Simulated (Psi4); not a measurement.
# PH2F (phosphinous fluoride(8ci,9ci)) at BP86/def2-SVP (sweep point 2)

What is the vertical singlet–triplet gap of PH2F (phosphinous fluoride(8ci,9ci)) at BP86/def2-SVP (sweep point 2)? 

The calculation is run with Psi4 1.11.

### Step 1. The system as given

The species is PH2F (4 atoms), meant as a singlet with charge 0. As SMILES, `FP`. The coordinates come from a GFN2-xTB relaxation.

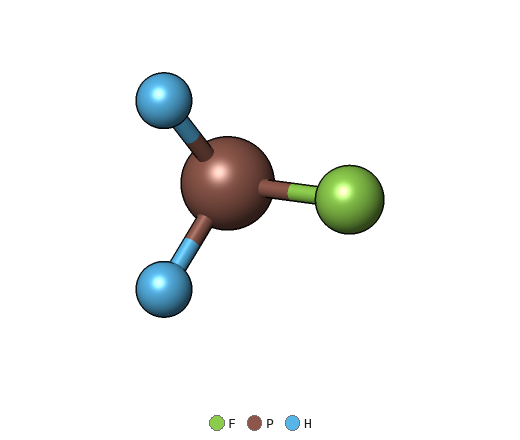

Viewed from a chosen angle; fluorine green, phosphorus brown, hydrogen blue.

### Step 2. A single-point energy at BP86/def2-SVP (sweep point 2)

calc.py reads:

```python
import psi4

psi4.set_memory('1600 MB')
psi4.set_num_threads(1)
psi4.set_output_file('fh2p.out', False)

molecule = psi4.geometry("""
0 1
F      2.19310276     1.26394332    -0.42076642
P     -0.13611697    -0.69746012    -0.90644493
H     -1.99160126     1.08519412    -0.24483292
H     -0.06538452    -1.65167732     1.57206316
units bohr
symmetry c1
""")

psi4.set_options({
    'basis': 'def2-SVP',
    'puream': True,
    'scf_type': 'pk',
    'dft_radial_points': 99,
    'dft_spherical_points': 590,
})

e_tot, wfn = psi4.energy("bp86", return_wfn=True)
print('E =', round(e_tot, 9))
```

Launch:

```console
python calc.py
```

fh2p.out:

```text
[...]
  Running in c1 symmetry.
[...]
  Nuclear repulsion =   59.629017546950799
[...]
  Multiplicity = 1
[...]
  Nalpha       = 13
  Nbeta        = 13
[...]
    Number of basis functions: 42
[...]
   @RKS iter   1:  -442.18860897727654   -1.63931e-01   8.16163e-03 DIIS/ADIIS
[...]
   @RKS iter   8:  -442.23662386852499   -1.60879e-08   3.80581e-07 DIIS
[...]
    Orbital Energies [Eh]
    ---------------------
    Doubly Occupied:
       1A    -76.395179     2A    -24.269129     3A     -6.362651
       4A     -4.588127     5A     -4.582570     6A     -4.578108
       7A     -1.060513     8A     -0.588523     9A     -0.420055
      10A     -0.402603    11A     -0.366240    12A     -0.306191
      13A     -0.241476
[...]
  @RKS Final Energy:  -442.23662386852499
   => Energetics <=
    Nuclear Repulsion Energy =             59.6290175469507986
    One-Electron Energy =                -730.8618564398154831
    Two-Electron Energy =                 263.4892617988556935
    DFT Exchange-Correlation Energy =     -34.4930467745159675
    Empirical Dispersion Energy =           0.0000000000000000
    VV10 Nonlocal Energy =                  0.0000000000000000
    Total Energy =                       -442.2366238685249868
[...]
 Multipole Moments:
 ------------------------------------------------------------------------------------
     Multipole            Electronic (a.u.)      Nuclear  (a.u.)        Total (a.u.)
 ------------------------------------------------------------------------------------
 L = 1.  Multiply by 2.5417464519 to convert [e a0] to [Debye]
 Dipole X            :          1.5420342           -2.0531182           -0.5110840
 Dipole Y            :          0.3182125           -0.5726232           -0.2544107
 Dipole Z            :         -1.1553915            1.3138706            0.1584791
 Magnitude           :                                                    0.5924924
[...]
```

The script printed:

```text
E = -442.236623869
```

Wall time 4.5 s (1 thread of AMD EPYC 7B13 (Zen 3), shared host); peak memory 0.46 GiB.

### Step 3. The triplet

fh2p.py reads:

```python
import psi4

psi4.set_memory(1600000000)
psi4.set_num_threads(1)
psi4.set_output_file('run.log', False)

geom = psi4.geometry("""
0 3
F      2.19310276     1.26394332    -0.42076642
P     -0.13611697    -0.69746012    -0.90644493
H     -1.99160126     1.08519412    -0.24483292
H     -0.06538452    -1.65167732     1.57206316
units bohr
symmetry c1
""")

psi4.set_options({
    'basis': 'def2-SVP',
    'reference': 'uks',
    'puream': True,
    'scf_type': 'pk',
    'dft_radial_points': 99,
    'dft_spherical_points': 590,
    'maxiter': 150,
})

result, w = psi4.energy('bp86', molecule=geom, return_wfn=True)
print('E =', round(result, 9))
for k, v in sorted(psi4.core.scalar_variables().items()):
    print(f'{k:45s} {v:18.10f}')
```

Launch:

```console
python fh2p.py
```

run.log:

```text
[...]
  Running in c1 symmetry.
[...]
  Nuclear repulsion =   59.629017546950799
[...]
  Multiplicity = 3
[...]
  Nalpha       = 14
  Nbeta        = 12
[...]
    Number of basis functions: 42
[...]
   @UKS iter   1:  -442.01623235666693    8.44548e-03   8.55470e-03 ADIIS/DIIS
[...]
   @UKS iter   9:  -442.07174596167295   -1.58082e-08   5.28922e-07 DIIS
[...]
   @S^2 Observed:                2.002042432E+00
[...]
    Orbital Energies [Eh]
    ---------------------
    Alpha Occupied:
       1A    -76.420266     2A    -24.278329     3A     -6.382332
       4A     -4.607451     5A     -4.602406     6A     -4.602277
       7A     -1.071329     8A     -0.606936     9A     -0.435428
      10A     -0.412656    11A     -0.392448    12A     -0.315465
      13A     -0.288468    14A     -0.082342
    Alpha Virtual:
      15A     -0.022796    16A      0.046490    17A      0.267973
      18A      0.278423    19A      0.386897    20A      0.421858
      21A      0.448199    22A      0.451642    23A      0.467433
      24A      0.561898    25A      0.583142    26A      0.807762
[...]
  @UKS Final Energy:  -442.07174596167295
   => Energetics <=
    Nuclear Repulsion Energy =             59.6290175469507986
    One-Electron Energy =                -730.4251383216145541
    Two-Electron Energy =                 263.2012296440299792
    DFT Exchange-Correlation Energy =     -34.4768548310391196
    Empirical Dispersion Energy =           0.0000000000000000
    VV10 Nonlocal Energy =                  0.0000000000000000
    Total Energy =                       -442.0717459616729457
[...]
 Multipole Moments:
 ------------------------------------------------------------------------------------
     Multipole            Electronic (a.u.)      Nuclear  (a.u.)        Total (a.u.)
 ------------------------------------------------------------------------------------
 L = 1.  Multiply by 2.5417464519 to convert [e a0] to [Debye]
 Dipole X            :          1.6509470           -2.0531182           -0.4021712
 Dipole Y            :          0.3114040           -0.5726232           -0.2612191
 Dipole Z            :         -1.2811115            1.3138706            0.0327591
 Magnitude           :                                                    0.4806769
[...]
```

Standard output:

```text
E = -442.071745962
CURRENT ENERGY                                   -442.0717459617
CURRENT REFERENCE ENERGY                         -442.0717459617
DD SOLVATION ENERGY                                 0.0000000000
DFT FUNCTIONAL TOTAL ENERGY                      -442.0717459617
DFT TOTAL ENERGY                                 -442.0717459617
DFT VV10 ENERGY                                     0.0000000000
DFT XC ENERGY                                     -34.4768548310
GRID ELECTRONS ALPHA                               13.9999999593
GRID ELECTRONS BETA                                11.9999999558
GRID ELECTRONS TOTAL                               25.9999999151
NUCLEAR REPULSION ENERGY                           59.6290175470
ONE-ELECTRON ENERGY                              -730.4251383216
PCM POLARIZATION ENERGY                             0.0000000000
PE ENERGY                                           0.0000000000
SCF ITERATION ENERGY                             -442.0717459617
SCF ITERATIONS                                      9.0000000000
SCF TOTAL ENERGY                                 -442.0717459617
TWO-ELECTRON ENERGY                               263.2012296440
XC GRID RADIAL POINTS                              99.0000000000
XC GRID SPHERICAL POINTS                          590.0000000000
XC GRID TOTAL POINTS                           223492.0000000000
```

Run time: 6 s. Hardware: 1 thread of AMD EPYC 7B13 (Zen 3), shared host; peak memory 0.47 GiB.

### Step 4. Results

Level: BP86/def2-SVP (sweep point 2).

| quantity | value |
| --- | --- |
| singlet: total energy | -442.23662 Eh |
| singlet: dipole moment | 1.51 D |
| singlet: HOMO energy | -6.57 eV |
| singlet: LUMO energy | -1.44 eV |
| singlet: HOMO–LUMO gap | 5.13 eV |
| triplet: total energy | -442.07175 Eh |
| triplet: dipole moment | 1.22 D |
| triplet: HOMO energy (highest over α and β) | -2.24 eV |
| triplet: ⟨S²⟩ | 2.002 |
| vertical energy of the triplet above the singlet | 4.487 eV |

In words: At this shape the triplet lies 4.49 eV (433 kJ/mol) above the singlet.
